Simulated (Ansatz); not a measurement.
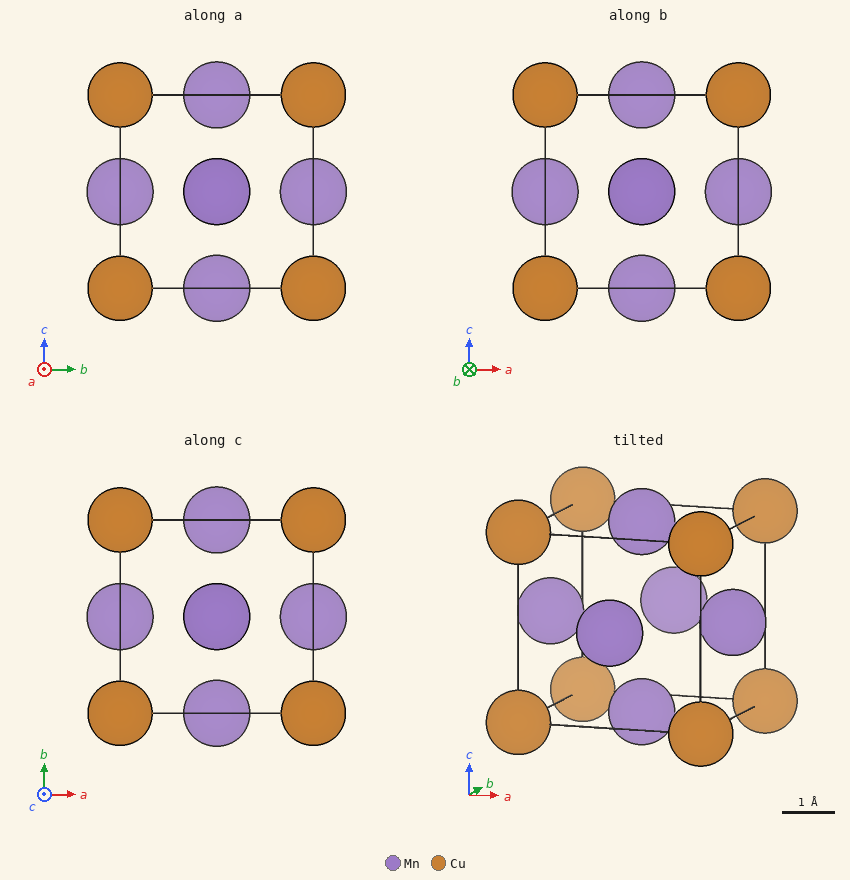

Shown here is a spheres-only view of the crystal, taken along the a axis, along the b axis, along the c axis and slightly off an axis. The outline marks the conventional unit cell.

Lattice parameters: a = 3.735 Å, b = 3.735 Å, c = 3.735 Å, α = 90.00°, β = 90.00°, γ = 90.00°. Put a along x and b in the xy plane.

### Convert the drawing into a POSCAR file.

```
Mn Cu
1.0
     3.735    0.000    0.000
     0.000    3.735    0.000
     0.000    0.000    3.735
Mn Cu
3 1
Direct
  0.0000 0.5000 0.5000
  0.5000 0.0000 0.5000
  0.5000 0.5000 0.0000
  0.0000 0.0000 0.0000
```

It goes back to a structure type filled with these elements by a generator (whether the compound takes this form wasn't checked). Earlier steps of the study, as a rule a relaxation of our own, may have changed the cell and positions, so they can lie some per cent off the listed ones. It was run through Ansatz as a DFT input.

At this level of theory the run's own cell isn't at rest (stretched, at -28 GPa), so its distances can differ from those at equilibrium, the more so the softer the solid.
